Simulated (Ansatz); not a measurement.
GaH$_{3}$InO$_{2}$ (SMILES [OH]1->[GaH][OH]->[In]1) (doublet)

The calculation's input:

```
crystal:
  periodic: [false, false, false]
  atoms:
    - {symbol: Ga, position_ang: [2.049613, -0.305090, 0.435056]}
    - {symbol: In, position_ang: [0.912557, 1.557972, -2.096623]}
    - {symbol: O, position_ang: [1.010852, -0.501001, -1.195603]}
    - {symbol: O, position_ang: [2.108759, 1.533020, -0.188458]}
    - {symbol: H, position_ang: [0.484947, -1.288200, -1.366923]}
    - {symbol: H, position_ang: [1.068143, -0.452743, 1.702979]}
    - {symbol: H, position_ang: [2.738103, 2.165475, 0.170947]}
basis:
  gaussian:
    orbitals: def2-TZVPD
magnetization:
  spin_polarized: true
  initial_magnetization: 1
hamiltonian:
  xc: {name: PBE0}
output: {forces: true, orbitals: {seedname: orbitals}}
```

Launched as:

```sh
ansatz run input.yaml --threads 2 --pin off --max-ram 4350MiB --events-out events.jsonl --progress --plain --runs-dir runs
```

Geometry: PBE0-D3(BJ)/def2-SVP; core potentials replace the inner electrons of In.

The calculation used Ansatz, isolated molecule in a Gaussian basis; Kohn-Sham density functional theory, functional PBE0.

### Predict the electron density, electron localisation function and spin density between the atoms.

Ga–O (1.94 Å): ρ at the midpoint is about 0.62 e/Å³; the ELF peaks at about 0.85 in the valence shell of O, 0.6 Å from its nucleus, and is about 0.20 at the midpoint.
In–O (2.25 Å): ρ at the midpoint is about 0.41 e/Å³; the ELF peaks at about 0.85 in the valence shell of O, 0.6 Å from its nucleus, and drops to about 0.10 between the two atoms.
O–H (0.96 Å): ρ is about 3.8 e/Å³ halfway; the ELF climbs to about 1 towards the hydrogen, as it does in any bond to H (a covalent bond by its length).
The unpaired spin (1 electron) lies mostly on Ga1 (about 0.7) and H6 (about 0.1), in electrons by Hirshfeld's partition.

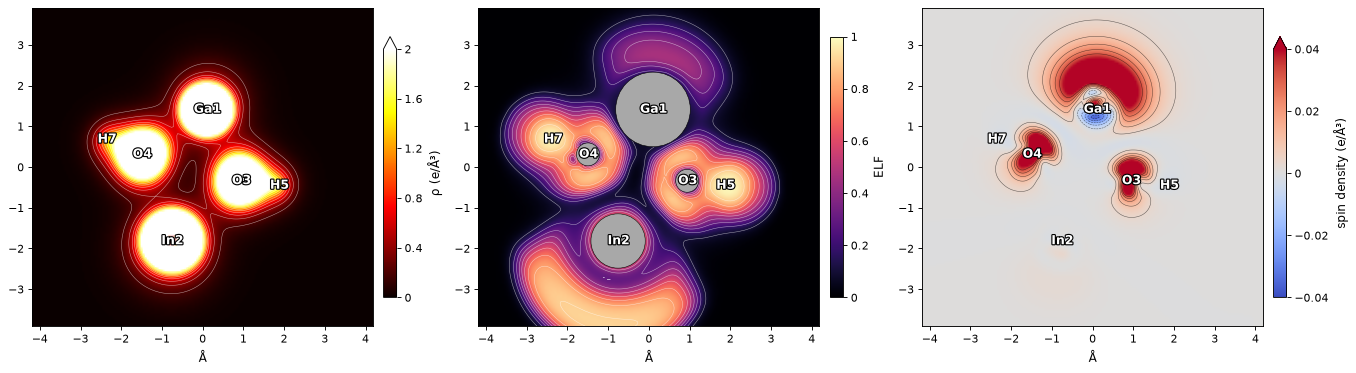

Computed electron density, electron localisation function and spin density on the plane of atoms O3, In2 and O4, in this order. Grey discs cover the atomic cores in the ELF map. 
